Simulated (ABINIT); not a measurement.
**A GW chain in ABINIT: CdS (Hawleyite)**

Aim: the G0W0 gap of CdS (Hawleyite) on LDA, step by step.

Program: ABINIT 10.8.3. Level of theory: LDA and many-body steps on it, plane waves. Results are calculated unless marked as measured.

**The experiments to reproduce.**

- Gap 2.42 eV: optical gap from inflexion point of photoacoustic spectrum, as-grown film; photoacoustic spectroscopy; film (as-grown chemical bath deposited film, about 0.25 um thick, deposited at 80 C) (“Study of the band--gap shift in CdS films: Influence of thermal annealing in different atmospheres”, 1995, arxiv:cond-mat/9501125).

## (1) Starting point

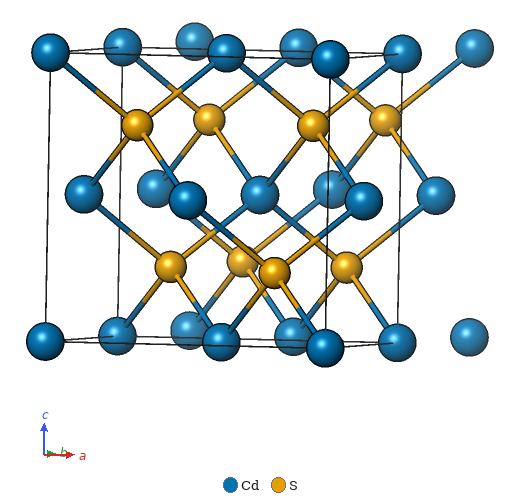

The cell as given, slightly off an axis (cadmium blue, sulfur orange). 1×2×1 cells are drawn. This picture shows the conventional cell, with its axes. Bonds to atoms that aren't drawn are left out. Some periodic images of atoms are drawn too.

The cell and positions come from the Crystallography Open Database and are kept as given unless a step says otherwise.

## (2) Ground state

This step: ABINIT 10.8.3; DFT, LDA, plane waves, norm-conserving pseudopotentials.

The ground-state density comes first.

Contents of run.abi:

```
acell 3*1.0 Angstrom
rprim 
  -0.000000000000 2.916500000000 2.916500000000
  2.916500000000 -0.000000000000 2.916500000000
  2.916500000000 2.916500000000 -0.000000000000
ntypat 2
znucl 48 16
natom 2
typat 1 2
xred 
  0.000000000000 0.000000000000 0.000000000000
  0.250000000000 0.250000000000 0.250000000000
pp_dirpath "pseudos"
pseudos "Cd.upf, S.upf"
ecut 47
ngkpt 6 6 6
nshiftk 1
shiftk 0 0 0
kptopt 1
chksymbreak 0
nband 18
occopt 1
tolvrs 1e-10
nstep 60
prtwf 0
indata_prefix "in"
outdata_prefix "out"
tmpdata_prefix "tmp"
```

Command:

```console
OMP_NUM_THREADS=1 mpirun -n 4 abinit run.abi > log
```

Numbers of over 12 decimals in the logs are rounded to 6 here.

The log of the run:

```text
.Version 10.8.3 of ABINIT. v10.8.2 released Aug 2026.

 Symmetries : space group F-4 3 m (#216); Bravais cF (face-center cubic)
================================================================================
 Values of the parameters that define the memory need of the present run
     intxc =       0    ionmov =       0      iscf =       7    lmnmax =       6
     lnmax =       6     mgfft =      50  mpssoang =       3    mqgrid =    3001
     natom =       2  nloc_mem =       1    nspden =       1   nspinor =       1
    nsppol =       1      nsym =      24    n1xccc =    2501    ntypat =       2
    occopt =       1   xclevel =       1
-    mband =          18        mffmem =           1         mkmem =           4
       mpw =        5188          nfft =      125000          nkpt =          16
================================================================================
  Rough estimation (10% accuracy) of disk space for files :
================================================================================

--------------------------------------------------------------------------------
------------- Echo of variables that govern the present computation ------------
--------------------------------------------------------------------------------
 -outvars: echo values of preprocessed input variables --------
            acell      1.8897261259E+00  1.8897261259E+00  1.8897261259E+00 Bohr

      chksymbreak           0
             ecut      4.70000000E+01 Hartree
-          fftalg         312

              ixc       -1012
              kpt      0.00000000E+00  0.00000000E+00  0.00000000E+00
                       1.66666667E-01  0.00000000E+00  0.00000000E+00
                       3.33333333E-01  0.00000000E+00  0.00000000E+00
                       5.00000000E-01  0.00000000E+00  0.00000000E+00
                       1.66666667E-01  1.66666667E-01  0.00000000E+00
                       3.33333333E-01  1.66666667E-01  0.00000000E+00
                       5.00000000E-01  1.66666667E-01  0.00000000E+00
                      -3.33333333E-01  1.66666667E-01  0.00000000E+00
                      -1.66666667E-01  1.66666667E-01  0.00000000E+00
   [... 5 further rows ...]
                      -3.33333333E-01  3.33333333E-01  1.66666667E-01
                      -3.33333333E-01  5.00000000E-01  1.66666667E-01
         kptrlatt        6    0    0      0    6    0      0    0    6
          kptrlen      4.67656631E+01
P           mkmem           4
            natom           2
            nband          18
            ngfft          50      50      50
             nkpt          16
            nstep          60
             nsym          24
           ntypat           2
              occ      2.000000  2.000000  2.000000  2.000000  2.000000  2.000000
                       2.000000  2.000000  2.000000  2.000000  2.000000  2.000000
                       2.000000  0.000000  0.000000  0.000000  0.000000  0.000000
            prtwf           0
            rprim     -0.0000000000E+00  2.9165000000E+00  2.9165000000E+00
[...]
spgroup         216

           tolvrs      1.00000000E-10

             xred      0.0000000000E+00  0.0000000000E+00  0.0000000000E+00
[...]
znucl       48.00000   16.00000

================================================================================

 chkinp: Checking input parameters for consistency.

================================================================================
== DATASET  1 ==================================================================
-   mpi_nproc: 4, omp_nthreads: 1 (-1 if OMP is not activated)

--- !DatasetInfo
iteration_state: {dtset: 1, }
dimensions: {natom: 2, nkpt: 16, mband: 18, nsppol: 1, nspinor: 1, nspden: 1, mpw: 5188, }
cutoff_energies: {ecut:  47.0, pawecutdg:  -1.0, }
electrons: {nelect:   2.60000000E+01, charge:   0.00000000E+00, occopt:   1.00000000E+00, tsmear:   1.00000000E-02, }

 Real(R)+Recip(G) space primitive vectors, cartesian coordinates (Bohr,Bohr^-1):
 R(1)=  0.0000000  5.5113862  5.5113862  G(1)= -0.0907213  0.0907213  0.0907213
 R(2)=  5.5113862  0.0000000  5.5113862  G(2)=  0.0907213 -0.0907213  0.0907213
 R(3)=  5.5113862  5.5113862  0.0000000  G(3)=  0.0907213  0.0907213 -0.0907213
 Unit cell volume ucvol=  3.3482088E+02 bohr^3
 Angles (23,13,12)=  6.00000000E+01  6.00000000E+01  6.00000000E+01 degrees

 getcut: wavevector=  0.0000  0.0000  0.0000  ngfft=  50  50  50
         ecut(hartree)=     47.000   => boxcut(ratio)=   2.07948

--- Pseudopotential description ------------------------------------------------
- Cd Generated using ONCVPSP code by D. R. Hamann
- 48.00000  20.00000  180309                  znucl, zion, pspdat
12 -1012 2 -1 1336                            pspcod,pspxc,lmax,lloc,mmax
     nproj     2     2     2
  pspatm : epsatm=   23.37058476
         --- l  ekb(1:nproj) -->
[...]
pspatm: atomic psp has been read  and splines computed

- S Generated using ONCVPSP code by D. R. Hamann
- 16.00000   6.00000  180309                  znucl, zion, pspdat
12 -1012 2 -1 1132                            pspcod,pspxc,lmax,lloc,mmax
     nproj     2     2     2
  pspatm : epsatm=    8.64647033
         --- l  ekb(1:nproj) -->
[...]
2   -2.858321   -0.603195
 pspatm: atomic psp has been read  and splines computed

   8.32443432E+02                                ecore*ucvol(ha*bohr**3)
--------------------------------------------------------------------------------

_setup2: Arith. and geom. avg. npw (full set) are    5151.458    5151.430

================================================================================

--- !BeginCycle
iteration_state: {dtset: 1, }
solver: {iscf: 7, nstep: 60, nline: 4, wfoptalg: 0, }
tolerances: {tolvrs: 1.00E-10, }

     iter   Etot(hartree)      deltaE(h)  residm     vres2
 ETOT  1  -182.23631040478    -1.822E+02 4.495E+00 1.387E+04
 ETOT  2  -183.81882579950    -1.583E+00 4.130E-01 2.418E+04
 ETOT  3  -186.03072573977    -2.212E+00 2.525E-01 3.518E+03
 ETOT  4  -186.25210689364    -2.214E-01 1.717E-02 1.415E+03
 ETOT  5  -186.34694050410    -9.483E-02 2.830E-03 4.134E+02
 ETOT  6  -186.37633806447    -2.940E-02 2.121E-03 1.226E+02
 ETOT  7  -186.38810242471    -1.176E-02 2.577E-04 4.871E+00
 ETOT  8  -186.38861884413    -5.164E-04 1.258E-04 8.693E-02
 ETOT  9  -186.38862779880    -8.955E-06 3.866E-05 1.396E-02
 ETOT 10  -186.38862933174    -1.533E-06 3.349E-05 2.937E-05
 ETOT 11  -186.38862933763    -5.892E-09 1.820E-05 2.086E-06
 ETOT 12  -186.38862933789    -2.525E-10 1.756E-05 8.449E-09
 ETOT 13  -186.38862933790    -1.333E-11 1.042E-05 4.203E-10
 ETOT 14  -186.38862933789     8.754E-12 9.614E-06 7.003E-11

 At SCF step   14       vres2   =  7.00E-11 < tolvrs=  1.00E-10 =>converged.

 Cartesian components of stress tensor (hartree/bohr^3)
  sigma(1 1)=  9.38767989E-05  sigma(3 2)=  0.00000000E+00
  sigma(2 2)=  9.38767989E-05  sigma(3 1)=  0.00000000E+00
  sigma(3 3)=  9.38767989E-05  sigma(2 1)=  0.00000000E+00

--- !ResultsGS
iteration_state: {dtset: 1, }
comment   : Summary of ground state results
lattice_vectors:
- [ -0.0000000,   5.5113862,   5.5113862, ]
- [  5.5113862,  -0.0000000,   5.5113862, ]
- [  5.5113862,   5.5113862,  -0.0000000, ]
lattice_lengths: [   7.79428,    7.79428,    7.79428, ]
lattice_angles: [ 60.000,  60.000,  60.000, ] # degrees, (23, 13, 12)
lattice_volume:   3.3482088E+02
convergence: {deltae:  8.754E-12, res2:  7.003E-11, residm:  9.614E-06, diffor: null, }
etotal    :  -1.86388629E+02
entropy   :   0.00000000E+00
fermie    :   1.50789187E-01
cartesian_stress_tensor: # hartree/bohr^3
- [  9.38767989E-05,   0.00000000E+00,   0.00000000E+00, ]
- [  0.00000000E+00,   9.38767989E-05,   0.00000000E+00, ]
- [  0.00000000E+00,   0.00000000E+00,   9.38767989E-05, ]
pressure_GPa:  -2.7620E+00
xred      :
- [  0.0000E+00,   0.0000E+00,   0.0000E+00, Cd]
- [  2.5000E-01,   2.5000E-01,   2.5000E-01,  S]
cartesian_forces: # hartree/bohr
- [ -0.00000000E+00,  -0.00000000E+00,  -0.00000000E+00, ]
- [ -0.00000000E+00,  -0.00000000E+00,  -0.00000000E+00, ]
force_length_stats: {min:   0.00000000E+00, max:   0.00000000E+00, mean:   0.00000000E+00, }

 Integrated electronic density in atomic spheres:
 ------------------------------------------------
 Atom  Sphere_radius  Integrated_density
    1        2.00000         17.15828508
    2        2.00000          3.90365967
================================================================================

 ----iterations are completed or convergence reached----

 Mean square residual over all n,k,spin=   36.090E-09; max=  96.144E-07
 reduced coordinates (array xred) for    2 atoms
       0.000000000000      0.000000000000      0.000000000000
       0.250000000000      0.250000000000      0.250000000000
 rms dE/dt=  0.0000E+00; max dE/dt=  0.0000E+00; dE/dt below (all hartree)
    1       0.000000000000      0.000000000000      0.000000000000
    2       0.000000000000      0.000000000000      0.000000000000

 cartesian coordinates (angstrom) at end:
    1      0.000000     0.000000     0.000000
    2      1.458250     1.458250     1.458250

 cartesian forces (hartree/bohr) at end:
    1     -0.000000    -0.000000    -0.000000
    2     -0.000000    -0.000000    -0.000000
 frms,max,avg= 0.0000000E+00 0.0000000E+00   0.000E+00  0.000E+00  0.000E+00 h/b

 cartesian forces (eV/Angstrom) at end:
    1     -0.000000    -0.000000    -0.000000
    2     -0.000000    -0.000000    -0.000000
 frms,max,avg= 0.0000000E+00 0.0000000E+00   0.000E+00  0.000E+00  0.000E+00 e/A
 length scales=  1.889726125908  1.889726125908  1.889726125908 bohr
              =  1.000000000000  1.000000000000  1.000000000000 angstroms
 prteigrs : about to open file out_EIG
 Fermi (or HOMO) energy (hartree) =   0.15079   Average Vxc (hartree)=  -0.36085
 Eigenvalues (hartree) for nkpt=  16  k points:
 kpt#   1, nband= 18, wtk=  0.00463, kpt=  0.0000  0.0000  0.0000 (reduced coord)
  -3.56599   -2.13852   -2.13852   -2.13852   -0.30383   -0.13413   -0.13413   -0.13413
  -0.11628   -0.11628    0.15079    0.15079    0.15079    0.18240    0.38360    0.38360
   0.38360    0.55736
 prteigrs : prtvol=0 or 1, do not print more k-points.

--- !EnergyTerms
iteration_state     : {dtset: 1, }
comment             : Components of total free energy in Hartree
kinetic             :  6.52184178487066E+01
hartree             :  6.50162496552078E+01
xc                  : -2.72272990040161E+01
Ewald energy        : -9.94062291781547E+01
psp_core            :  2.48623508767928E+00
local_psp           : -1.97807043644246E+02
non_local_psp       :  5.33103989693190E+00
total_energy        : -1.86388629337891E+02
total_energy_eV     : -5.07189298477234E+03
band_energy         : -2.12962455072098E+01

 Cartesian components of stress tensor (hartree/bohr^3)
  sigma(1 1)=  9.38767989E-05  sigma(3 2)=  0.00000000E+00
  sigma(2 2)=  9.38767989E-05  sigma(3 1)=  0.00000000E+00
  sigma(3 3)=  9.38767989E-05  sigma(2 1)=  0.00000000E+00

-Cartesian components of stress tensor (GPa)         [Pressure= -2.7620E+00 GPa]
- sigma(1 1)=  2.76195078E+00  sigma(3 2)=  0.00000000E+00
- sigma(2 2)=  2.76195078E+00  sigma(3 1)=  0.00000000E+00
- sigma(3 3)=  2.76195078E+00  sigma(2 1)=  0.00000000E+00

== END DATASET(S) ==============================================================
================================================================================

 -outvars: echo values of variables after computation  --------
           etotal     -1.8638862934E+02
            nband          18
             nkpt          16
          spgroup         216
 [... the other variables as echoed above ...]

 Calculation completed.
```

It took 22 s on 4 MPI ranks of Arm Neoverse V1, shared host; peak memory 0.36 GiB; 87 s of CPU time.

This step gave:

| Item | Value |
| --- | --- |
| total energy | -5071.8930 eV |
| gap | 0.8602 eV |
| k of the valence top | 0, 0, 0 |
| k of the conduction bottom | 0, 0, 0 |
| least direct gap | 0.8602 eV |
| pressure | -2.762 GPa |

The gap is direct, at Γ.

The cutoff was set for levels, not for stress, so the pressure can be off by some GPa.

(Part 1 of 3 ends here.)

[Paths, hosts, dates, memory and timing lines, banners, echoed tables and standing remarks are left out of the program output.]

[Logs are printed without paths, hosts, clocks, repeated set-up lines and the standing remarks that a program may print on its own settings, such as how far it seeks lower states.]

[Runs of the session that timed out or met a known fault of the program may be left out.]

[Hosts, paths, dates, database ids (printed as entryN), source tags and the programs' standing remarks are cut or masked in the printed files.]

[G0W0 gaps are taken among the corrected bands and points alone; a level outside them can change the order at an edge.]

[Where Ansatz stands beside ABINIT at settings called matched, ABINIT's density can come from a denser mesh and the files from another edition; pairs whose starting gaps differed by over 0.03 eV were left out, so agreement reads better than it is.]
